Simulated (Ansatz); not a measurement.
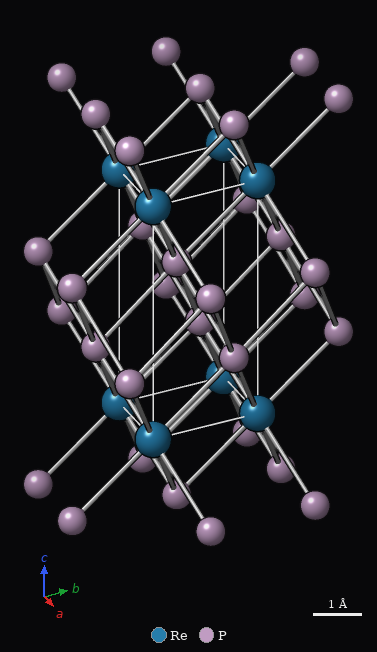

This is solid ReP₂ (built on the CdI2 type). Style: ball-and-stick. Shown: the cell of the calculation, slightly off an axis.

These are results of DFT PBEsol, scalar-relativistic, plane waves, PAW (Ansatz 0.2.0), not measurements. Set-up: plane-wave cutoff 420 eV; k-point mesh 12 × 12 × 6; occupations gaussian; smearing width 0.05 eV; no spin polarisation.

Change: The cell is strained by +2.0 % along c and none across it (volume +2.0 %), the atoms keeping their fractional coordinates. No relaxation follows.

What does the calculation give for the changed structure?

Near-neighbour distances before and after: P–P 2.481 → 2.506 Å, P–Re 2.429 → 2.452 Å. The space group stays P-3m1 (No. 164). Energy change: +8.5 meV per atom. The pressure goes from 0.0 to −5.0 GPa. The principal stresses (compression positive) are −9.5 GPa along c and −2.8 GPa across it. The largest forces, 0.37 eV/Å, act on 2 P atoms of the calculation's cell.

The changed structure in the same view:

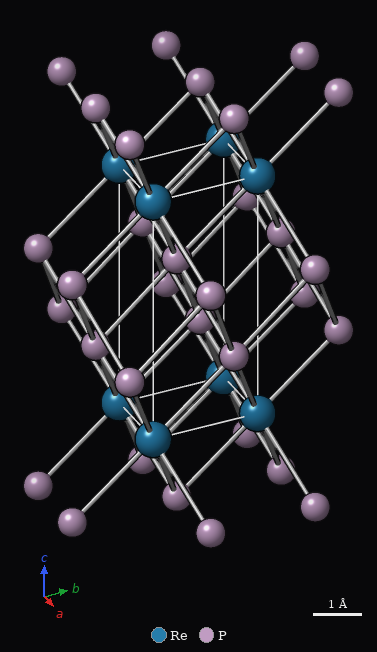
